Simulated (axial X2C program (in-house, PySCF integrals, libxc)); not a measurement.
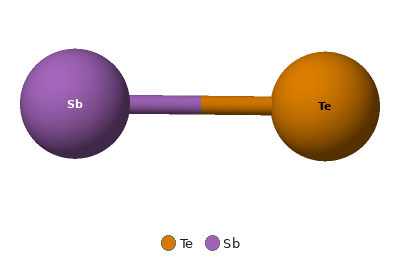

The molecule at the reference distance of 2.652 Å.

## TeSb: relativistic diatomic calculation

System: TeSb. The reference is closed-shell TeSb⁻; the roots are the vertical energies to take an electron from it, which leaves states of TeSb. The distance is the PBE0 minimum at charge −1.
Method: EOM-IP-CCSD, two-component X2C with atomic mean-field Coulomb and Gaunt terms, Te dyall-acv3z, Sb dyall-acv3z (cores contracted) (axial X2C program (in-house, PySCF integrals, libxc)).

**Input**
```
{"zs": [52, 51], "q": 0, "bas": ["dyall-acv3z", "dyall-acv3z"], "r0": 2.61, "eom": "ip", "rq": -1, "thr": -1.0, "nmax": 95, "grid": [1, 0.96, 1.045, 0.92, 1.09, 1.15]}
```

The line is the task of a batch: nuclear charges, charge, bases, a first guess of the distance and further settings. This report covers the levels named above. The log is that of the reference distance 2.652 Å.

The run was one of a batch that the task file lists, launched with:
```bash
python <driver script> task.json out
```

**Log**
```
two-component X2C + atomic mean field  HF
basis functions 280  fitting functions 1411  grid points 5804
iter        total energy     max residual
   1     -13259.056722415     9.41e+00
   2     -13263.434315288     3.98e-02
   3     -13263.456093896     2.13e-02
   4     -13263.463315370     2.15e-03
   5     -13263.463551658     1.15e-03
   6     -13263.463638212     1.14e-03
   7     -13263.463691827     6.91e-04
   8     -13263.463738186     3.64e-04
   9     -13263.463749246     8.38e-05
  10     -13263.463750215     2.49e-05
  11     -13263.463750314     9.85e-06
  12     -13263.463750323     5.29e-06
  13     -13263.463750325     2.88e-06
  14     -13263.463750326     8.48e-07
converged
one-electron -19283.00149496  Coulomb 5842.36099038  exact exchange -344.18063720  xc functional 0.00000000  nuclear repulsion 529.17721092  atomic mean-field constant -7.81981946
correlated 12  virtual 370  natural virtual 94  E(MP2) -0.245753480  MP2 remainder -0.012279495
iter   CCSD correlation   residual
   1     -0.247412693   1.63e-01
   2     -0.255788914   7.84e-02
   3     -0.259060246   4.50e-02
   4     -0.259346457   2.32e-02
   5     -0.259579817   1.04e-02
   6     -0.259588077   4.05e-03
   7     -0.259590054   1.56e-03
   8     -0.259596380   7.66e-04
   9     -0.259587649   3.76e-04
  10     -0.259589133   1.82e-04
  11     -0.259588149   7.19e-05
  12     -0.259589140   2.93e-05
  13     -0.259589140   1.25e-05
(T) -0.01655968661559515  T1 0.0358  D1 0.0814  max T2 0.154
EOM-IP-CCSD roots
2*Omega      energy/Eh   energy/eV  one-particle weight
    1       0.06943284      1.8894      0.927
    1       0.14287283      3.8878      0.855
    1       0.16527210      4.4973      0.920
    1       0.21240304      5.7798      0.030
    3       0.11626844      3.1638      0.892
    3       0.16914716      4.6027      0.016
    3       0.23219147      6.3183      0.000
    5       0.19069440      5.1891      0.000
```

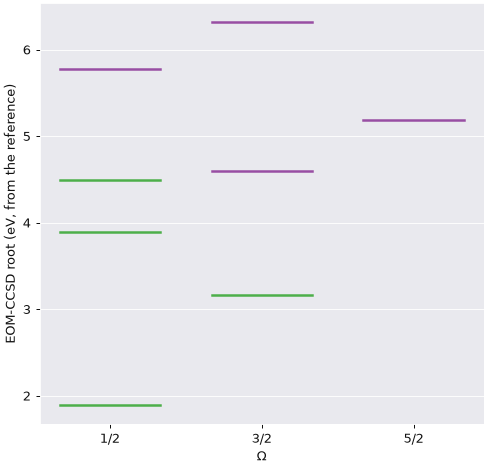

EOM-CCSD roots by Ω at 2.65 Å; roots whose one-particle weight is under 0.8 have the second colour. The lowest has Ω = 1/2 and lies at 1.889 eV, with one-particle weight 0.93. 4 of the 8 roots are less well described at this level.

**Key numbers**

- outcome: converged
- HF energy of the reference TeSb⁻: −13263.46375 hartree
- MP2 energy of the reference TeSb⁻: −13263.70950 hartree
- CCSD energy of the reference TeSb⁻ (with the MP2 share of the virtual spinors left out of the coupled-cluster step): −13263.73562 hartree
- CCSD(T) energy of the reference TeSb⁻: −13263.75218 hartree
- T1 diagnostic (spinor form; for a closed shell √2 times the usual value): 0.036
- hardware: 1 thread of Arm Neoverse N1, 98 GiB of memory available, shared host
- wall time: 17 s
- peak memory: 0.83 GiB
